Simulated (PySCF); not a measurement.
**C₄H₃F₅O: a tour of settings**

Which settings matter for C₄H₃F₅O (`F/C=C(\F)COC(F)(F)F`), and how do bad ones show?

Computed with PySCF 2.14.0, with density-fitted response routines of our own, on a single molecule, in the gas phase or a continuum. Atoms count from 0, in the outputs and in this text.

## 1. The starting structure

13 atoms, charge 0, multiplicity 1; geometry from: GFN2-xTB.

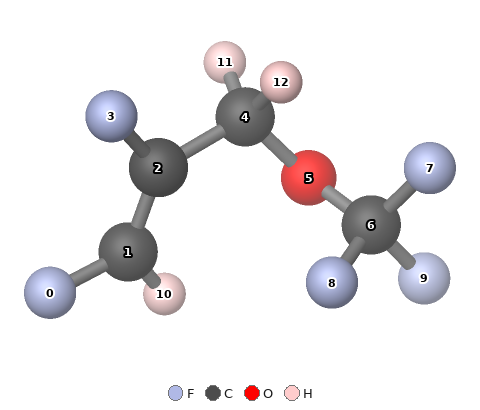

The starting geometry (fluorine light blue, carbon dark grey, oxygen red, hydrogen pink), atoms numbered.

## 2. Shielding tensors: PBE0/pcSseg-1

Job settings and geometry (Å):

```
{"job": {"kind": "nmr", "xc": "PBE0", "basis": "pcSseg-1"}, "charge": 0, "multiplicity": 1}
F      2.466586     1.861071     0.624286
C      1.621848     0.951865     0.143156
C      1.012751     0.056073     0.905518
F      1.217771    -0.008788     2.232744
C      0.059638    -1.006668     0.428360
O     -0.435932    -0.761496    -0.889202
C     -1.503479     0.019443    -0.979633
F     -2.574659    -0.468415    -0.334207
F     -1.321278     1.252987    -0.478705
F     -1.834377     0.158523    -2.252901
H      1.476877     1.016900    -0.923815
H      0.573435    -1.971095     0.359399
H     -0.763568    -1.099914     1.147274
```

Level: GIAO PBE0/pcSseg-1 NMR shielding, non-relativistic, gas phase.

The run is started by

```sh
$ OMP_NUM_THREADS=1 python probes_run.py task.json out
```

One launch serves the whole session: the jobs run in the order shown.

The log of the run:

```text
coarse grid: 12720 points
cycle   1  E = -727.5412885959  dE =  1.831e+00  |g| = 1.126e+00  |ddm| = 3.221e+00
cycle   2  E = -727.3386054975  dE =  2.027e-01  |g| = 1.644e+00  |ddm| = 1.430e+00
cycle   3  E = -727.7457461097  dE = -4.071e-01  |g| = 9.202e-02  |ddm| = 9.089e-01
cycle   4  E = -727.7464155881  dE = -6.695e-04  |g| = 6.878e-02  |ddm| = 1.039e-01
cycle   5  E = -727.7472792651  dE = -8.637e-04  |g| = 9.348e-03  |ddm| = 5.399e-02
cycle   6  E = -727.7472918447  dE = -1.258e-05  |g| = 4.724e-03  |ddm| = 9.527e-03
cycle   7  E = -727.7472964840  dE = -4.639e-06  |g| = 7.953e-04  |ddm| = 3.922e-03
final grid: 130176 points
cycle   8  E = -727.8485896461  dE = -5.532e-05  |g| = 1.029e-02  |ddm| = 2.344e-02
cycle   9  E = -727.8485727572  dE =  1.689e-05  |g| = 1.467e-02  |ddm| = 1.423e-02
cycle  10  E = -727.8486081553  dE = -3.540e-05  |g| = 9.748e-04  |ddm| = 8.387e-03
cycle  11  E = -727.8486082989  dE = -1.436e-07  |g| = 3.221e-04  |ddm| = 8.398e-04
cycle  12  E = -727.8486083130  dE = -1.415e-08  |g| = 1.151e-04  |ddm| = 2.405e-04
cycle  13  E = -727.8486083156  dE = -2.602e-09  |g| = 3.082e-05  |ddm| = 1.034e-04
cycle  14  E = -727.8486083158  dE = -1.876e-10  |g| = 1.090e-05  |ddm| = 3.175e-05
converged SCF energy = -727.8486083158

GIAO shielding tensors (ppm)
atom      isotropic    diamagn.    paramagn.     s11        s22        s33       span
  0 F      340.609     465.977    -125.368    253.956    279.333    488.538    234.583
  1 C       41.025     253.312    -212.287    -35.633     66.999     91.708    127.341
  2 C       34.571     253.888    -219.317    -41.465     60.342     84.836    126.300
  3 F      326.450     470.849    -144.399    264.477    282.450    432.423    167.946
  4 C      120.863     246.535    -125.673     92.734    107.441    162.413     69.679
  5 O      233.343     398.547    -165.204    184.230    228.112    287.687    103.457
  6 C       55.673     237.920    -182.248     48.597     51.879     66.542     17.945
  7 F      254.068     471.014    -216.946    164.502    230.320    367.380    202.878
  8 F      237.039     476.158    -239.119    165.471    207.821    337.824    172.353
  9 F      246.614     468.554    -221.939    179.700    209.776    350.367    170.667
 10 H       24.808      31.583      -6.775     21.835     22.268     30.321      8.486
 11 H       26.713      27.757      -1.044     22.265     26.159     31.717      9.451
 12 H       26.914      29.516      -2.602     22.626     27.545     30.569      7.943
```

It took 32 s on 1 thread of Arm Neoverse V1, shared host; peak memory 0.82 GiB.

Shifts follow as δ = σ(reference) − σ, with reference shieldings (ppm) from runs at the same level and on the same kind of geometry: 1H TMS 31.72, 13C TMS 186.9, 19F CFCl3 170.9, 17O H2O 336.1. The references are single molecules in the gas phase, so shifts against H2O, NH3, PH3, H3PO4 or CFCl3 are not on the usual liquid scales and can be off by tens of ppm. Atoms listed in one row are averaged.

| atoms | environment | σ (ppm) | δ (ppm) | δ scaled to CDCl3 |
| --- | --- | --- | --- | --- |
| C2 | fully substituted alkene carbon bonded to F | 34.6 | 152.4 | 146.8 |
| C1 | alkene CH bonded to F | 41.0 | 145.9 | 140.5 |
| C6 | CF3 carbon | 55.7 | 131.3 | 126.2 |
| C4 | allylic sp3 CH2 bonded to O | 120.9 | 66.1 | 62.6 |
| H10 | hydrogen on an alkene CH bonded to F | 24.81 | 6.91 | 6.62 |
| H11, H12 | hydrogen on an allylic sp3 CH2 bonded to O | 26.81 | 4.90 | 4.73 |
| F7, F8, F9 | fluorine of an OCF3 group | 245.9 | -75.0 | – |
| F3 | vinylic fluorine | 326.4 | -155.5 | – |
| F0 | vinylic fluorine | 340.6 | -169.7 | – |
| O5 | ether oxygen | 233.3 | 102.7 | – |

The scaled column applies a straight-line fit of computed shieldings to shifts measured in CDCl3; 19F shifts take a fit of their own (root-mean-square error 0.16 ppm for H, 1.9 ppm for C).

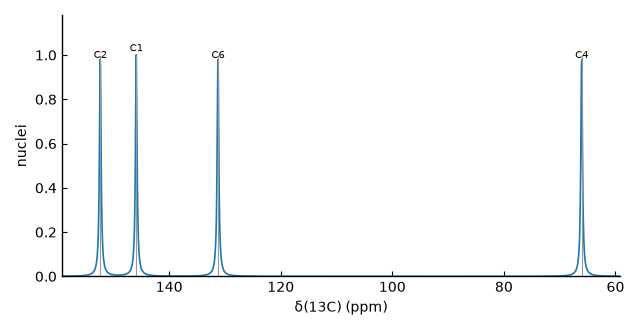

13C lines at the computed shifts, without couplings. Lines are broadened to a width of 0.35 ppm (Lorentzian).

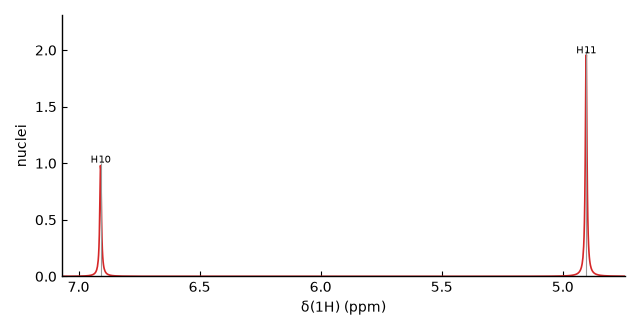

1H lines at the computed shifts, without couplings. Lines are broadened to a width of 0.01 ppm (Lorentzian).

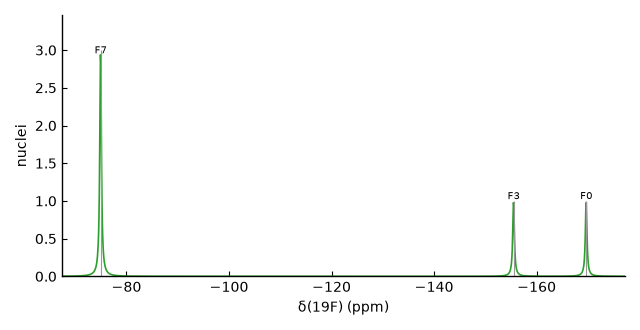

19F lines at the computed shifts, without couplings. Lines are broadened to a width of 0.38 ppm (Lorentzian).

Charges from the same density, by scheme (e):

```csv
atoms,Mulliken,IAO,Hirshfeld,ESP fit
F0,-0.26,-0.25,-0.08,-0.12
C1,0.23,0.10,0.01,-0.05
C2,0.11,0.22,0.05,0.18
F3,-0.27,-0.26,-0.08,-0.15
C4,0.06,-0.08,0.01,-0.19
O5,-0.48,-0.36,-0.12,-0.32
C6,0.95,0.95,0.31,0.71
"F7, F8, F9",-0.26,-0.28,-0.09,-0.20
```

Hirshfeld charges:

F0 -0.08; C1 0.01; C2 0.05; F3 -0.08; C4 0.01; O5 -0.12; C6 0.31; F7 -0.10; F8 -0.10; F9 -0.09; H10 0.06; H11 0.07; H12 0.05

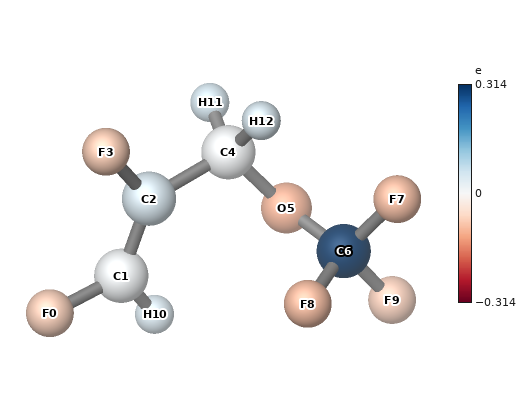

Hirshfeld charges, as colours on the atoms.

Mayer bond orders: F0–C1 0.96, C1–C2 1.78, C2–F3 0.95, C2–C4 1.02, C4–O5 0.86, O5–C6 1.09, C6–F7 1.01, C6–F8 1.00, C6–F9 1.06.

Orbitals, density, ELF and potential are computed afterwards from the orbital file.

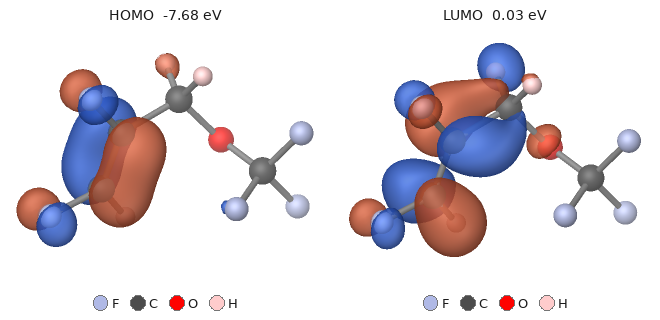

PBE0/pcSseg-1 orbitals near the gap, drawn at the value that encloses 70 % of each; the two colours are the two signs.

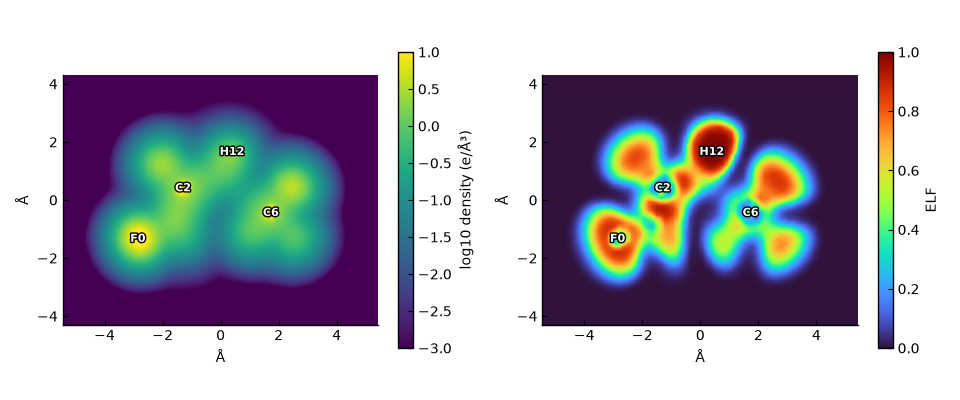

Density (left) and ELF (right) in a plane through or near 4 of the atoms.

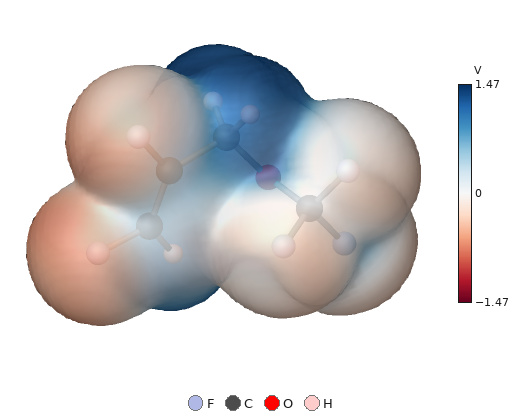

The potential that a unit positive charge feels on the 0.002 e/bohr³ surface, from -0.66 V near F0 to 1.47 V near H11.

## 3. Ultraviolet spectrum: PBE0/def2-SVPD

The job, as its differences from that of step 2:

```diff
@@ -1,2 +1,2 @@
-{"job": {"kind": "nmr", "xc": "PBE0", "basis": "pcSseg-1"}, "charge": 0, "multiplicity": 1}
+{"job": {"kind": "uv", "xc": "PBE0", "basis": "def2-SVPD", "nstates": 6, "ntriplets": 2}, "charge": 0, "multiplicity": 1}
 F      2.466586     1.861071     0.624286
```

Method: TDDFT PBE0/def2-SVPD, vertical, gas phase, core orbitals frozen in the response.

The log of the run:

```text
coarse grid: 12720 points
cycle   1  E = -727.1113243691  dE =  1.764e+00  |g| = 1.055e+00  |ddm| = 4.960e+00
cycle   2  E = -726.9271591076  dE =  1.842e-01  |g| = 1.525e+00  |ddm| = 2.523e+00
cycle   3  E = -727.3017939653  dE = -3.746e-01  |g| = 9.270e-02  |ddm| = 1.522e+00
cycle   4  E = -727.3026308764  dE = -8.369e-04  |g| = 6.315e-02  |ddm| = 1.569e-01
cycle   5  E = -727.3033891403  dE = -7.583e-04  |g| = 9.267e-03  |ddm| = 7.343e-02
cycle   6  E = -727.3034028196  dE = -1.368e-05  |g| = 4.383e-03  |ddm| = 1.522e-02
cycle   7  E = -727.3034068912  dE = -4.072e-06  |g| = 8.123e-04  |ddm| = 5.901e-03
final grid: 130176 points
cycle   8  E = -727.4058055087  dE = -4.779e-05  |g| = 1.007e-02  |ddm| = 1.082e-01
cycle   9  E = -727.4057880255  dE =  1.748e-05  |g| = 1.441e-02  |ddm| = 2.720e-02
cycle  10  E = -727.4058241484  dE = -3.612e-05  |g| = 9.653e-04  |ddm| = 1.481e-02
cycle  11  E = -727.4058243052  dE = -1.568e-07  |g| = 2.816e-04  |ddm| = 1.154e-03
cycle  12  E = -727.4058243169  dE = -1.167e-08  |g| = 9.811e-05  |ddm| = 3.416e-04
cycle  13  E = -727.4058243188  dE = -1.946e-09  |g| = 3.087e-05  |ddm| = 1.651e-04
cycle  14  E = -727.4058243190  dE = -1.965e-10  |g| = 1.131e-05  |ddm| = 5.082e-05
converged SCF energy = -727.4058243190

Static polarisability (au): isotropic 56.410, principal 46.218 58.536 64.475

Singlet excitations
state   eV       nm        f      main configurations
  1   6.4703    191.6   0.00824   H->L+1 0.86, H->L+2 0.08
  2   7.0843    175.0   0.09842   H->L 0.55, H->L+2 0.29, H->L+1 0.11
  3   7.6024    163.1   0.18015   H->L+2 0.55, H->L 0.31
  4   7.8244    158.5   0.03174   H->L+3 0.89
  5   8.4589    146.6   0.00198   H-1->L 0.82, H->L+4 0.11
  6   8.5414    145.2   0.01262   H->L+4 0.77, H-1->L 0.12

Triplet excitations (Tamm-Dancoff, eV): 4.3726 6.0217
```

It took 56 s on 1 thread of Arm Neoverse V1, shared host; peak memory 0.92 GiB.

The orbitals next to the gap, with their largest atomic shares:

```csv
orbital,eV,atoms
HOMO−3,-11.52,"F0 30 %, O5 19 %, C1 12 %"
HOMO−2,-11.42,"O5 33 %, F0 15 %, C4 13 %"
HOMO−1,-10.24,"O5 47 %, C4 11 %, C2 10 %"
HOMO,-7.82,"C2 31 %, C1 31 %, F0 14 %"
LUMO,-0.16,"C1 28 %, C2 27 %, C4 10 %"
LUMO+1,0.29,"C1 24 %, C2 22 %, F3 15 %"
LUMO+2,0.61,"C4 18 %, O5 12 %, C6 12 %"
```

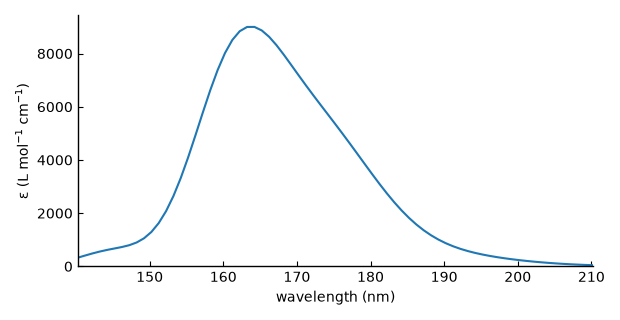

Absorption spectrum: each of the 6 states is a Gaussian band of 0.4 eV half-width at 1/e. Beyond the last state computed it falls off for lack of states.

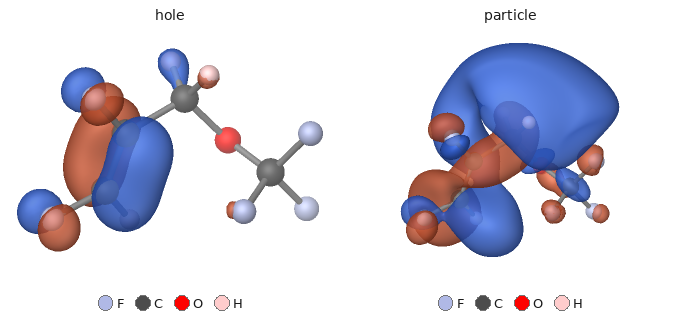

Leading natural transition orbitals of singlet state 3: the electron leaves the hole (left) for the particle orbital (right).

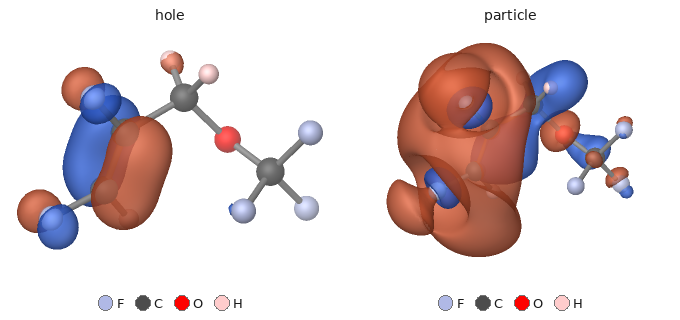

Leading natural transition orbitals of singlet state 1: the electron leaves the hole (left) for the particle orbital (right).

Further results of this job:

```csv
property,computed
dipole moment (D),1.85
polarisability (Å³),8.36
HOMO–LUMO gap (eV),7.66
−ε(HOMO) (eV),7.82
```

(Part 1 of 2 ends here.)
